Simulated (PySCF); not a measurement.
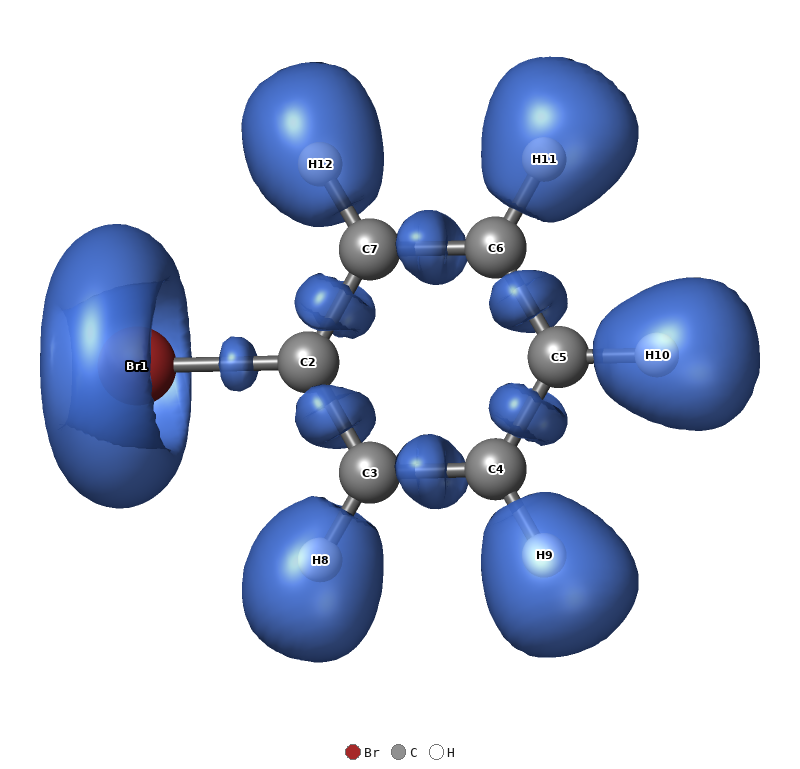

Figure. C₆H₅Br (bromobenzene). Isosurface of the electron localisation function at 0.8 (blue), seen at a tilt. Only the valence region is drawn (cores and ρ < 0.01 e/Å³ removed).

Geometry: PBE0-D3(BJ)/def2-TZVP.

Computed with PBE0/aug-cc-pVTZ, SCF density, gas phase (PySCF).

```xyz
12

Br    2.9117   -0.8251   -1.0252
C     1.1885   -0.3385   -0.4202
C     0.7806    0.9816   -0.5226
C    -0.4857    1.3302   -0.0770
C    -1.3300    0.3723    0.4642
C    -0.9044   -0.9443    0.5587
C     0.3586   -1.3093    0.1168
H     1.4448    1.7248   -0.9448
H    -0.8103    2.3614   -0.1547
H    -2.3176    0.6511    0.8113
H    -1.5580   -1.6994    0.9797
H     0.6966   -2.3351    0.1876
```

Identify the bonds, lone pairs and shells in this picture.

Answer. The ELF exceeds this value in one region between bonded Br–C atoms (shared pairs), six regions between bonded C–C atoms (shared pairs), five regions around hydrogen nuclei and one ring or bowl of non-bonding electrons around Br. Along the contacts the grid gives the following. C–C (1.39 Å): the ELF peaks at about 0.95 between the atoms; a covalent bond. C–Br (1.89 Å): the ELF peaks at about 0.90 between the atoms, as expected for a shared electron pair.
